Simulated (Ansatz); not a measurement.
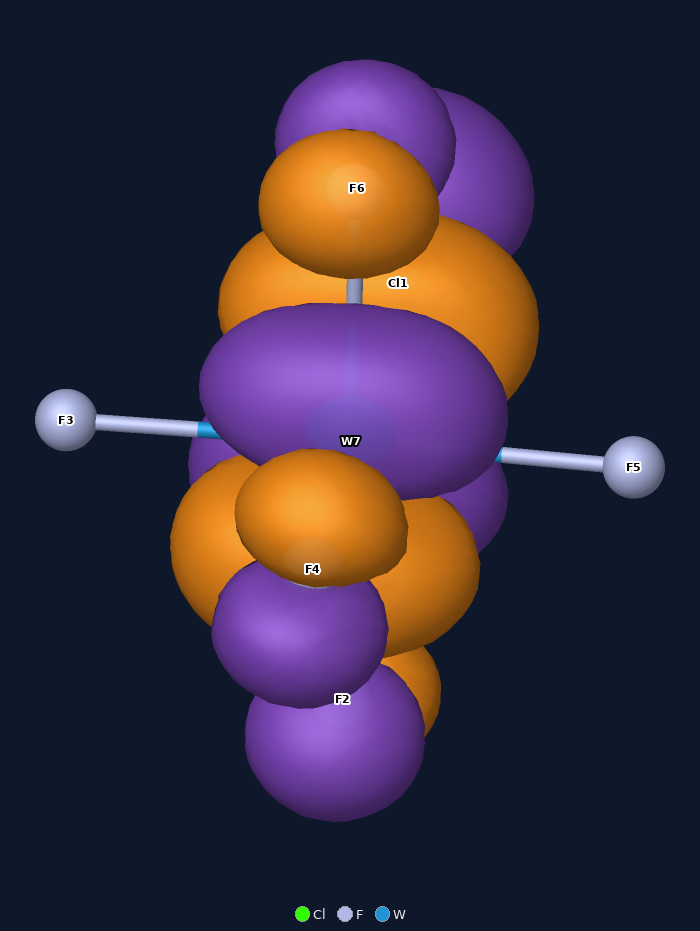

Figure 1: ClF5W. The LUMO at ±0.1 Å⁻³ᐟ² (orange and purple are the two phases), seen at an oblique angle.

Geometry: PBE0-D4/def2-SVP; core potentials replace the inner electrons of W.

All numbers below come from Ansatz, isolated molecule in a Gaussian basis; Kohn-Sham density functional theory, functional PBE0.

Input

```
basis:
  gaussian:
    orbitals: def2-SVPD
crystal:
  periodic: [false, false, false]
  atoms:
    - {symbol: Cl, position_ang: [-1.579862, -1.488661, 0.521812]}
    - {symbol: F, position_ang: [-1.034477, 0.762906, -1.314999]}
    - {symbol: F, position_ang: [0.748547, -1.134641, -1.265319]}
    - {symbol: F, position_ang: [1.347577, 1.236690, -0.451868]}
    - {symbol: F, position_ang: [-0.618483, 1.219980, 1.214865]}
    - {symbol: F, position_ang: [1.164501, -0.677518, 1.264536]}
    - {symbol: W, position_ang: [0.033398, 0.013243, -0.014727]}
hamiltonian:
  xc: {name: PBE0}
output: {forces: true, orbitals: {seedname: orbitals}}
```

Run with:

```sh
ansatz run input.yaml --threads 2 --pin off --max-ram 5220MiB --events-out events.jsonl --progress --plain --runs-dir runs
```

Q: Describe this orbital and give its energy.

A: By Hirshfeld shares it lies mainly on W7 (about 65 %), Cl1 (about 10 %) and F4 (about 5 %). It is one of a degenerate set, so its orientation is arbitrary. Its energy is −5.13 eV.
